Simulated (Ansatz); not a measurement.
## Electronic structure of C2H2BrF3 in real space

The calculation's input:

```
crystal:
  periodic: [false, false, false]
  atoms:
    - symbol: C
      position_ang: [-0.905113, 0.117938, 0.938896]
    - symbol: C
      position_ang: [0.047728, -0.840013, 1.650924]
    - symbol: Br
      position_ang: [0.638877, -0.165272, 3.402489]
    - symbol: F
      position_ang: [-2.040648, 0.330973, 1.644398]
    - symbol: F
      position_ang: [-1.256536, -0.436074, -0.258885]
    - symbol: F
      position_ang: [-0.332184, 1.318202, 0.686508]
    - symbol: H
      position_ang: [0.945430, -0.988408, 1.027143]
    - symbol: H
      position_ang: [-0.463745, -1.803305, 1.816616]
basis:
  gaussian:
    orbitals: def2-SVPD
hamiltonian:
  xc: pbe0
output: {forces: true, orbitals: {seedname: orbitals}}
```

Launched as:

```sh
ansatz run input.yaml --threads 2 --pin off --max-ram 4350MiB --events-out events.jsonl --progress --plain --runs-dir runs
```

Geometry: BLYP-D3(BJ)/def2-SVP.

Level of theory: isolated molecule in a Gaussian basis; Kohn-Sham density functional theory, functional PBE0 in Ansatz.

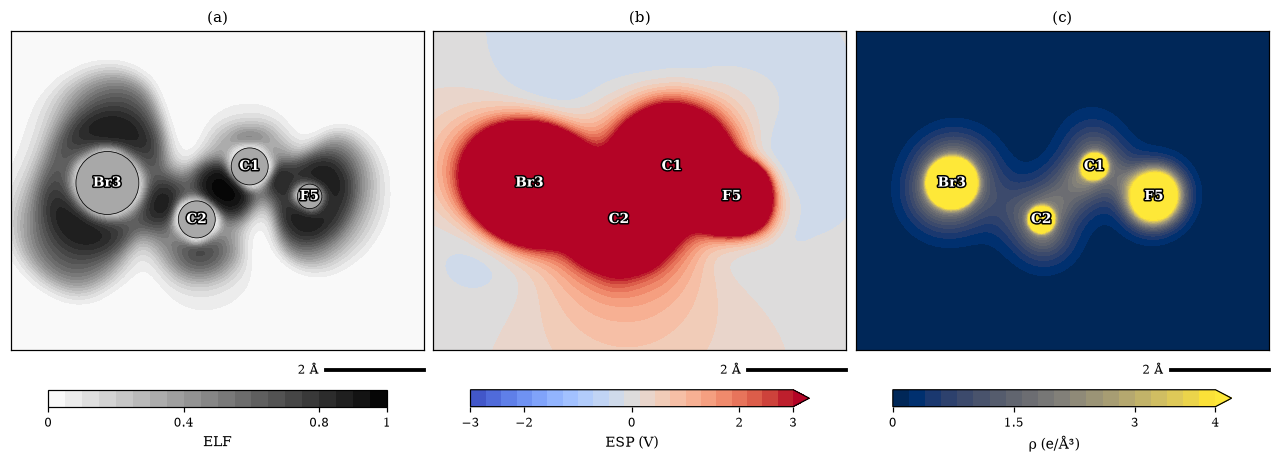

Figure 1. (a) ELF; (b) electrostatic potential; (c) electron density on the plane of atoms C2, C1 and F5. Grey discs cover the atomic cores in the ELF map.

Interpret the plot.

Atoms in the plane: C, Br and F. C–F (1.37 Å): ρ is about 2.2 e/Å³ halfway, with its minimum of 1.8 e/Å³ about 0.5 Å from C; the ELF peaks at about 0.85 between the atoms (a polar covalent bond). C–C (1.53 Å): ρ at the midpoint is about 1.8 e/Å³; the ELF peaks at about 1 between the atoms; localised, covalent bonding. C–Br (1.97 Å): ρ is about 0.98 e/Å³ halfway; the ELF peaks at about 0.90 between the atoms; localised, covalent bonding. The ELF also peaks beside Br3 and F5, away from the bonds: lone-pair regions. Outside the dense part of the molecule the potential is most negative (−0.4 V) near Br3.

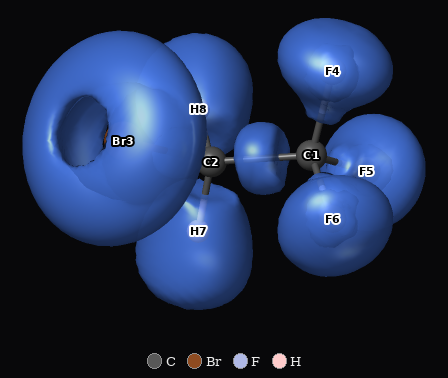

Figure 2. Isosurface of the ELF at 0.75 (blue), seen from one side. Core shells and regions of very low density are left out.

Describe the localisation domains.

The ELF exceeds this value in one region between bonded Br–C atoms (shared pairs), one region between bonded C–C atoms (shared pairs), two regions around hydrogen nuclei, three regions on F in which the atom's valence shell and bonds are merged and one ring or bowl of non-bonding electrons around Br.


C–F (1.35 Å): the ELF peaks at about 0.80 between the atoms, as expected for a polar covalent bond.

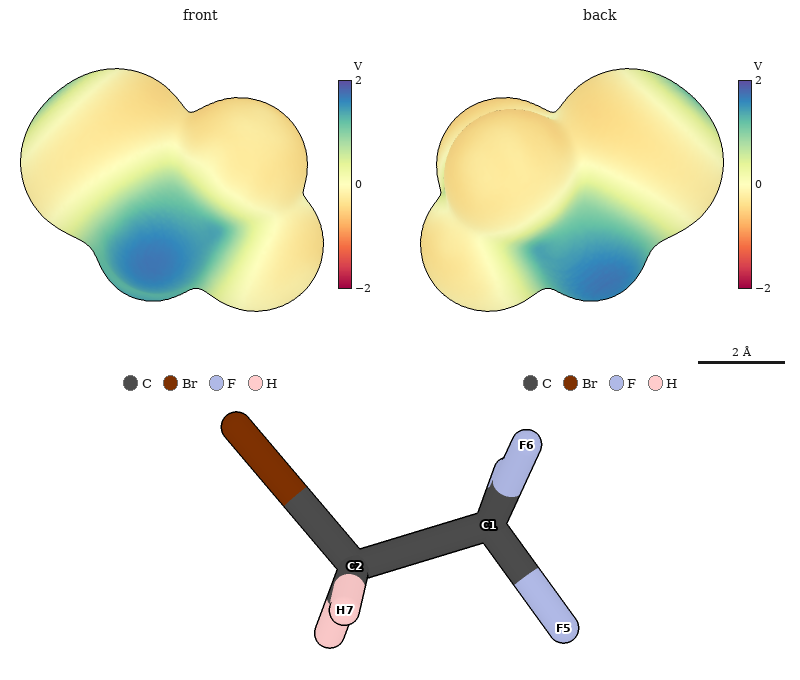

Figure 3. The electrostatic potential painted on the density surface at 0.002 e/bohr³, seen from the front and from behind; the colour scale runs from red (negative) to blue (positive). The bare structure is drawn below in the same view.

Where is the surface potential most negative and most positive?

The most negative region (about −0.5 V) lies over Br3, F4 and F6, the most positive (about +1.7 V) over H7 and H8. Br3 shows a σ-hole: about +1.1 V at the tip opposite its bond, against about −0.3 V on its flanks.

How polar is the molecule by this calculation?

Its dipole moment is 1.92 D.
